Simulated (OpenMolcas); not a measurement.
# Energy and gradient calculation of CCl$_{2}$FNSi (part 1 of 2)

System: CCl$_{2}$FNSi, SMILES N#C[Si](F)(Cl)Cl.
Method: B3LYP/cc-pVDZ, RKS (OpenMolcas 26.06).

The geometry comes from this level: PBE0-D4/def2-TZVP.

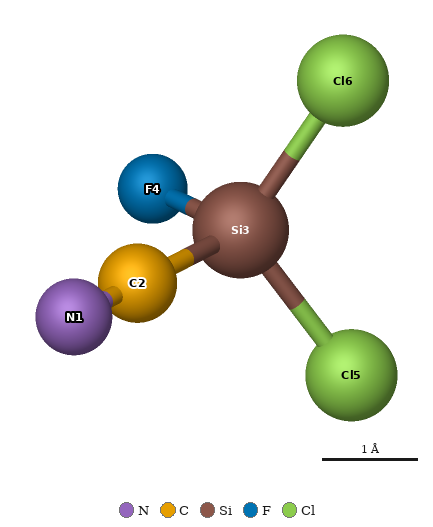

**Figure 1.** The input geometry (ball-and-stick view, seen at a tilt; atoms are numbered from 1 in the order of the input). Bond lengths as drawn: Cl–Si 2.01 Å, C–N 1.15 Å, C–Si 1.83 Å and F–Si 1.57 Å.

Input
```
&GATEWAY
 BasLib=$CurrDir
 Coord
 6
 angstrom
 N        1.752600      -1.361000       1.114200
 C        0.923100      -0.763300       0.585900
 Si      -0.381900       0.210300      -0.249400
 F       -1.471500      -0.801900      -0.758800
 Cl       0.422900       1.177100      -1.812500
 Cl      -1.203100       1.474700       1.074300
 Basis=cc-pVDZ
 Group=NoSym

&SEWARD
 GridInput
 Grid=UltraFine
 End of Grid

&SCF
 KSDFT=B3LYP
 Thresholds=1e-10 1e-07 1e-07 1e-05
 PrOrbitals=1 1

&ALASKA
```

Machine: 1 thread of AMD EPYC (Zen 3), 128 GiB of memory available, shared host.

Launched with:
```bash
export MOLCAS_MEM=1860
pymolcas run.input > run.log
```

Log
```
--- Start Module: gateway ---

                                              &GATEWAY

                       available to each process: 1.9 GB of memory, 1 thread

 Basis Set     1 Label: N.CC-PVDZ
 Basis set is read from library:.
 basistype.tbl is not found

 Basis Set     2 Label: C.CC-PVDZ
 Basis set is read from library:.
 basistype.tbl is not found

 Basis Set     3 Label: SI.CC-PVDZ
 Basis set is read from library:.
 basistype.tbl is not found

 Basis Set     4 Label: F.CC-PVDZ
 Basis set is read from library:.
 basistype.tbl is not found

 Basis Set     5 Label: CL.CC-PVDZ
 Basis set is read from library:.
 basistype.tbl is not found

++    Symmetry information:
      ---------------------

                    Character Table for C1

                             E
                    a        1  x, y, xy, Rz, z, xz, Ry, yz, Rx, I
--

++    Basis set information:
      ----------------------

      Basis set label: N.CC-PVDZ.........

      Electronic valence basis set:
      ------------------
      Associated Effective Charge   7.000000 au
      Associated Actual Charge      7.000000 au
      Nuclear Model: Point charge

      Shell  nPrim  nBasis  Cartesian Spherical Contaminant
         s       9       3        X
         p       4       2        X
         d       1       1                 X

      Basis set label: C.CC-PVDZ.........

      Electronic valence basis set:
      ------------------
      Associated Effective Charge   6.000000 au
      Associated Actual Charge      6.000000 au
      Nuclear Model: Point charge

      Shell  nPrim  nBasis  Cartesian Spherical Contaminant
         s       9       3        X
         p       4       2        X
         d       1       1                 X

      Basis set label: SI.CC-PVDZ.........

      Electronic valence basis set:
      ------------------
      Associated Effective Charge  14.000000 au
      Associated Actual Charge     14.000000 au
      Nuclear Model: Point charge

      Shell  nPrim  nBasis  Cartesian Spherical Contaminant
         s      12       4        X
         p       8       3        X
         d       1       1                 X

      Basis set label: F.CC-PVDZ.........

      Electronic valence basis set:
      ------------------
      Associated Effective Charge   9.000000 au
      Associated Actual Charge      9.000000 au
      Nuclear Model: Point charge

      Shell  nPrim  nBasis  Cartesian Spherical Contaminant
         s       9       3        X
         p       4       2        X
         d       1       1                 X

      Basis set label: CL.CC-PVDZ.........

      Electronic valence basis set:
      ------------------
      Associated Effective Charge  17.000000 au
      Associated Actual Charge     17.000000 au
      Nuclear Model: Point charge

      Shell  nPrim  nBasis  Cartesian Spherical Contaminant
         s      12       4        X
         p       8       3        X
         d       1       1                 X
--

++    Molecular structure info:
      -------------------------

                    ************************************************
                    **** Cartesian Coordinates / bohr, angstrom ****
                    ************************************************

     Center  Label                x              y              z                     x              y              z
        1      N1               3.311934      -2.571917       2.105533              1.752600      -1.361000       1.114200
        2      C2               1.744406      -1.442428       1.107191              0.923100      -0.763300       0.585900
        3      SI3             -0.721686       0.397409      -0.471298             -0.381900       0.210300      -0.249400
        4      F4              -2.780732      -1.515371      -1.433924             -1.471500      -0.801900      -0.758800
        5      CL5              0.799165       2.224397      -3.425129              0.422900       1.177100      -1.812500
        6      CL6             -2.273530       2.786779       2.030133             -1.203100       1.474700       1.074300

                    ***************************************
                    *    InterNuclear Distances / bohr    *
                    ***************************************

               1 N1            2 C2            3 SI3           4 F4            5 CL5           6 CL6
    1 N1       0.000000
    2 C2       2.174759        0.000000
    3 SI3      5.632677        3.458069        0.000000
    4 F4       7.124930        5.190324        2.970698        0.000000
    5 CL5      7.739952        5.906014        3.791568        5.546749        0.000000
    6 CL6      7.740718        5.906083        3.791366        5.546661        6.286303        0.000000

                    *******************************************
                    *    InterNuclear Distances / angstrom    *
                    *******************************************

               1 N1            2 C2            3 SI3           4 F4            5 CL5           6 CL6
    1 N1       0.000000
    2 C2       1.150833        0.000000
    3 SI3      2.980684        1.829931        0.000000
    4 F4       3.770350        2.746601        1.572026        0.000000
    5 CL5      4.095806        3.125328        2.006411        2.935213        0.000000
    6 CL6      4.096212        3.125365        2.006305        2.935166        3.326568        0.000000
--

            Nuclear Potential Energy            414.63722002 au

--- Stop Module: gateway /rc=_RC_ALL_IS_WELL_ ---

--- Start Module: seward ---

                                              &SEWARD

                       available to each process: 1.9 GB of memory, 1 thread

               SEWARD will generate:
                  Multipole Moment integrals up to order  2
                  Kinetic Energy integrals
                  Nuclear Attraction integrals (point charge)
                  One-Electron Hamiltonian integrals
                  Velocity integrals
                  Orbital angular momentum around ( -0.4007   0.7294  -0.3249 )
                  Velocity quadrupole around ( -0.4007   0.7294  -0.3249 )
                  Two-Electron Repulsion integrals

                   Integrals are discarded if absolute value <: 1.00E-14
                   Integral cutoff threshold is set to       <: 1.00E-16

            Nuclear Potential Energy            414.63722002 au

      Basis set specifications :
      Symmetry species         a
      Basis functions           96

--- Stop Module: seward /rc=_RC_ALL_IS_WELL_ ---
--- Module seward spent 7 seconds ---

--- Start Module: scf ---

                                                &SCF

                       available to each process: 1.9 GB of memory, 1 thread

 ###############################################################################
 ###     Minimized-density-differences option turned off!                    ###
 ###############################################################################
++    Input section:
      --------------

      Header of the integral files:

      Cartesian coordinates in angstrom:
      -----------------------------------------------------
      No.  Label        X            Y            Z
      -----------------------------------------------------
       1   N1         1.75260000  -1.36100000   1.11420000
       2   C2         0.92310000  -0.76330000   0.58590000
       3   SI3       -0.38190000   0.21030000  -0.24940000
       4   F4        -1.47150000  -0.80190000  -0.75880000
       5   CL5        0.42290000   1.17710000  -1.81250000
       6   CL6       -1.20310000   1.47470000   1.07430000
      -----------------------------------------------------
      Nuclear repulsion energy =  414.63722002
--

++    Orbital specifications:
      -----------------------

      Symmetry species               1
                                     a
      Frozen orbitals                0
      Occupied orbitals             35
      Secondary orbitals            61
      Deleted orbitals               0
      Total number of orbitals      96
      Number of basis functions     96
--

      Molecular charge                           0.000

      Numerical integration parameters
      --------------------------------
      Radial quadrature type:                         MHL
      Size of radial grid:                            99
      Lebedev angular grid:                           41
      Angular grid pruned with the crowding factor:  1.00E+10
                                 and fading factor:  1.00E+01
      Screening threshold for integral computation:   1.00E-11
      Radial quadrature accuracy:                     1.00E-25
      Maximum batch size:                             128
      AO values are stored on disk
      The same grid will be used for all iterations.

      DFT functional specifications
      -----------------------------
      Using Libxc version: 6.2.2
      Please cite the following reference:
      S. Lehtola, C. Steigemann, M. J.T. Oliveira, and M. A.L. Marques.,  SoftwareX 7, 1–5 (2018) doi:10.1016/j.softx.2017.11.002

      * B3LYP

++    Optimization specifications:
      ----------------------------

      SCF Algorithm: Conventional
      D(i)-D(i-1) density differences are used
      Number of density matrices in core                 5
      Maximum number of NDDO SCF iterations            400
      Maximum number of HF SCF iterations              400
      Threshold for SCF energy change             1.00E-10
      Threshold for density matrix                1.00E-07
      Threshold for Fock matrix                   1.00E-07
      Threshold for linear dependence             1.00E-09
      Threshold at which DIIS is turned on        1.50E-01
      Maximum depth in the DIIS procedure                5
      Maximum depth in the BFGS Hessian update          30
      Threshold at which QNR/C2DIIS is turned on  7.50E-02
      Threshold for Norm(delta) (QNR/C2DIIS)      1.00E-05
      All orbitals punched on: SCFORB
--

      Input vectors read from INPORB
      Orbital file label: *Guess orbitals

++ Convergence information
                                   B3LYP      iterations: Energy and convergence statistics

Iter     Tot. B3LYP      One-elec.       Two-elec.     Energy      Max Dij or  Max Fij      DNorm      TNorm      AccCon     Time
         Energy          Energy          Energy        Change      Delta Norm                                                in Sec.

 The total and one-electron energies are shifted by a value of      1000. a.u.
```
